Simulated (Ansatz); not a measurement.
F2H2O2Zr···PH3

```xyz
11

Zr   -0.4519    0.1543   -0.1368
F    -0.2147    0.2723    1.7662
F     1.2820    0.0519   -0.9593
O    -1.3447    1.7325   -0.7535
H    -1.8174    2.4790   -1.0739
O    -1.4523   -1.4243   -0.5587
H    -1.9754   -2.1719   -0.7853
P     2.4093   -3.0792    1.7103
H     1.2312   -3.6137    1.1385
H     2.7202   -2.2445    0.6146
H     1.7534   -2.0780    2.4605
```

Core potentials replace the inner electrons of Zr.

Method: RHF/def2-SVP (Ansatz).

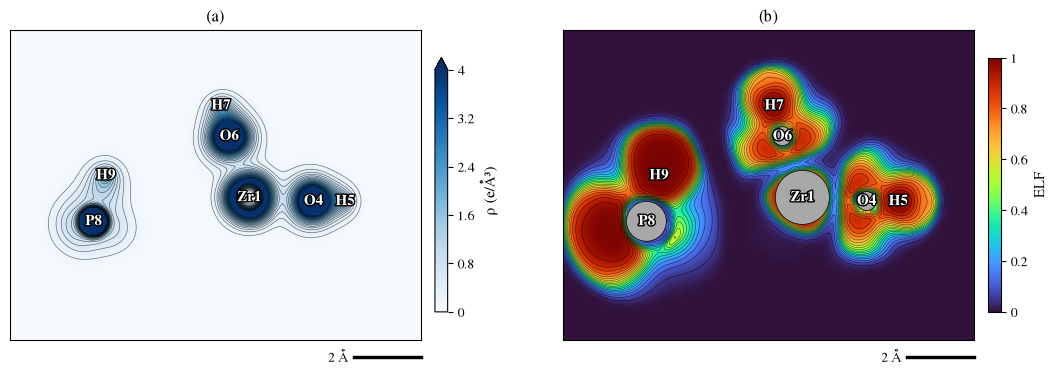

Figure 1. (a) electron density; (b) ELF on the plane of atoms O4, Zr1 and O6. Grey discs cover the atomic cores in the ELF map.

Interpret the plot.

Answer.
- The plane passes through Zr, O, H and P nuclei.
- Zr1···P8 (4.70 Å): the density falls to about 0.007 e/Å³ on the way; the ELF dips to about 0 between them; a weak contact between the two molecules.
- Zr–O (1.92 Å): the density is about 0.86 e/Å³ at the midpoint; the ELF peaks at about 0.80 in the valence shell of O, 0.6 Å from its nucleus, and drops to about 0.20 between the two atoms.
- O–H (0.94 Å): ρ is about 3.8 e/Å³ halfway; the ELF climbs to about 1 towards the hydrogen, as it does in any bond to H: an ordinary covalent bond to hydrogen.
- P–H (1.41 Å): the density is about 1 e/Å³ at the midpoint; the ELF climbs to about 1 towards the hydrogen.
- The ELF also peaks beside P8, away from the bonds: lone-pair regions.

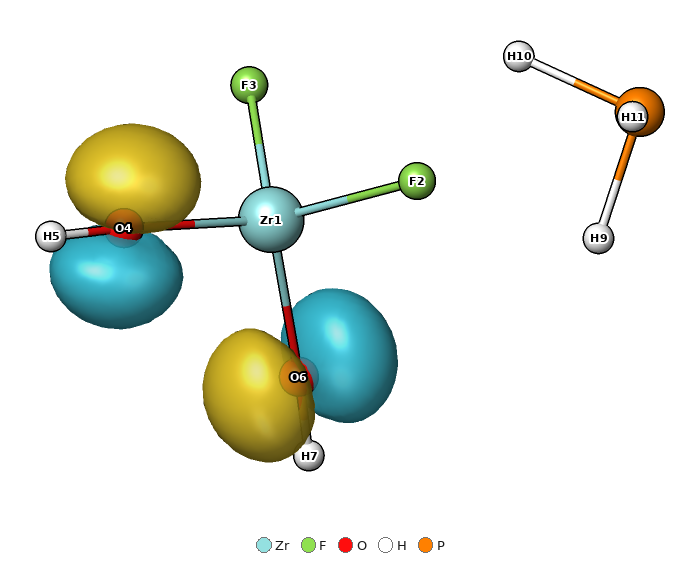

Figure 2. The HOMO−1 at ±0.2 Å⁻³ᐟ² (yellow and cyan are the two phases), seen at a tilt.

What is the character of this orbital?

Answer. By Hirshfeld shares it lies mainly on O6 (about 40 %) and O4 (about 40 %); largely a combination of lone pairs on O6 and O4. Its energy is −13.93 eV.
